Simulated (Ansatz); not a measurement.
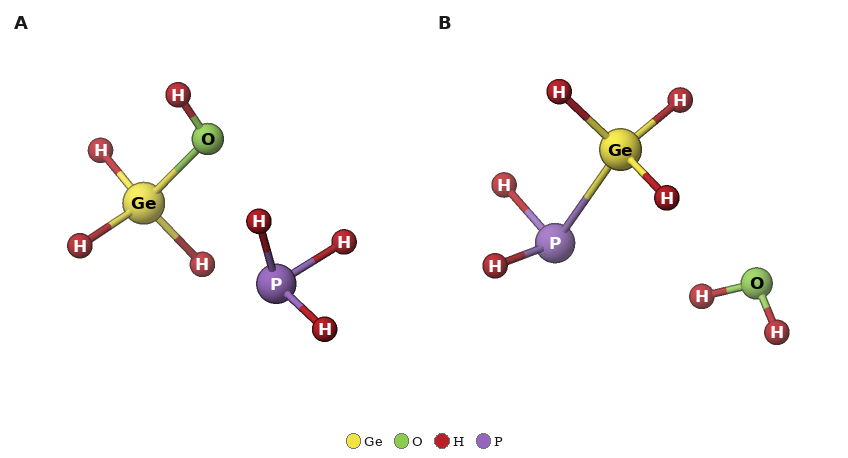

2 stationary structures of one formula. Geometries: PBE0-D4/def2-TZVP. Electronic energies: CCSD(T)/CBS (MP2 limit from def2-TZVPP and def2-QZVPP plus CCSD(T) − MP2) (Ansatz 0.2.0), without zero-point energy. Each is one conformer, not always the lowest.

**Which is lowest in energy, and by how much?**

B is lowest (a minimum); A lies 2.3 kcal/mol above it (a minimum).

Give E(B) − E(A) in kcal/mol at these levels too: B3LYP-D4/6-31G; CCSD(T)/CBS (MP2 limit from def2-TZVPP and def2-QZVPP plus CCSD(T) − MP2); PBE-D4/def2-TZVPP; SPW92 (LDA)/def2-TZVPP; direct RPA on PBE orbitals (frozen core)/def2-TZVPP; ωB97M-V/def2-SVP; B3LYP-D4/def2-TZVPP; RHF-CCSD(T) (frozen core)/def2-TZVPP.

```
                                                                    level  E(B) − E(A) (kcal/mol)
                                                           B3LYP-D4/6-31G                    −0.6
CCSD(T)/CBS (MP2 limit from def2-TZVPP and def2-QZVPP plus CCSD(T) − MP2)                    −2.3
                                                        PBE-D4/def2-TZVPP                    −4.4
                                                   SPW92 (LDA)/def2-TZVPP                    −4.9
                      direct RPA on PBE orbitals (frozen core)/def2-TZVPP                    +0.3
                                                         ωB97M-V/def2-SVP                    −0.4
                                                      B3LYP-D4/def2-TZVPP                    −1.4
                                     RHF-CCSD(T) (frozen core)/def2-TZVPP                    −1.2
```
